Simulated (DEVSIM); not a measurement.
System: Al/SiON/SiO2/p-Si capacitor, at 300 K.

```csv
layer (left to right),material,thickness (nm),Na (cm⁻³)
1,SiON,9.20,-
2,SiO2,1.10,-
3,Si,390,2.2e18
```

Metal gate on the left, work function 4.1 eV. Fixed charge at the semiconductor interface 0 cm⁻² (in units of +e); no interface traps.

Constants are typed, rounded textbook-type inputs, not results; the design itself was drawn at random and stands for no fabricated device. Values at 300 K.

| parameter | SiON | SiO2 | Si |
|---|---|---|---|
| gap (eV) | 7 | 9 | 1.124 |
| affinity (eV) | 1.4 | 0.9 | 4.05 |
| permittivity | 5.5 | 3.9 | 11.7 |
| Nc (cm⁻³) | - | - | 2.86e19 |
| Nv (cm⁻³) | - | - | 3.1e19 |

DEVSIM, 1D Poisson equation in equilibrium, Boltzmann statistics, complete ionisation; no quantum confinement or tunnelling. Metal contacts follow the ideal Schottky-Mott rule: no Fermi-level pinning, no interface dipoles.

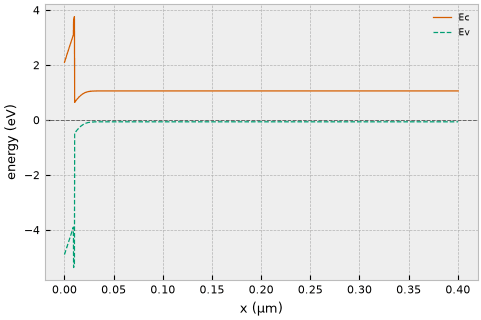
Figure. Band edges at 0.6 V on the gate

Energies count from the Fermi level of the right contact; mesh points crowd at the junctions.

| x (μm) | Ec (eV) | Ev (eV) | n (cm⁻³) | p (cm⁻³) | field (V/cm) |
|---|---|---|---|---|---|
| 0.000 | 2.100 | -4.900 | < 1e2 | < 1e2 | 1100000 |
| 0.001027 | 2.213 | -4.787 | < 1e2 | < 1e2 | 1100000 |
| 0.002725 | 2.401 | -4.599 | < 1e2 | < 1e2 | 1100000 |
| 0.005191 | 2.673 | -4.327 | < 1e2 | < 1e2 | 1100000 |
| 0.007942 | 2.976 | -4.024 | < 1e2 | < 1e2 | 1100000 |
| 0.009060 | 3.100 | -3.900 | < 1e2 | < 1e2 | 1100000 |
| 0.009677 | 3.690 | -5.310 | < 1e2 | < 1e2 | 1600000 |
| 0.01038 | 0.639 | -0.485 | 5.2e8 | 2.2e11 | 520000 |
| 0.01158 | 0.699 | -0.425 | 5.2e7 | 2.2e12 | 470000 |
| 0.01394 | 0.801 | -0.323 | 990000 | 1.2e14 | 390000 |
| 0.01825 | 0.940 | -0.184 | 4700 | 2.5e16 | 250000 |
| 0.03178 | 1.054 | -0.070 | < 1e2 | 2.1e18 | 6400 |
| 0.05356 | 1.056 | -0.068 | < 1e2 | 2.2e18 | ≈ 0 |
| 0.09629 | 1.056 | -0.068 | < 1e2 | 2.2e18 | ≈ 0 |
| 0.2118 | 1.056 | -0.068 | < 1e2 | 2.2e18 | ≈ 0 |
| 0.3048 | 1.056 | -0.068 | < 1e2 | 2.2e18 | ≈ 0 |
| 0.3522 | 1.056 | -0.068 | < 1e2 | 2.2e18 | ≈ 0 |
| 0.3755 | 1.056 | -0.068 | < 1e2 | 2.2e18 | ≈ 0 |
| 0.3910 | 1.056 | -0.068 | < 1e2 | 2.2e18 | ≈ 0 |
| 0.3961 | 1.056 | -0.068 | < 1e2 | 2.2e18 | ≈ 0 |
| 0.3987 | 1.056 | -0.068 | < 1e2 | 2.2e18 | ≈ 0 |
| 0.4003 | 1.056 | -0.068 | < 1e2 | 2.2e18 | ≈ 0 |
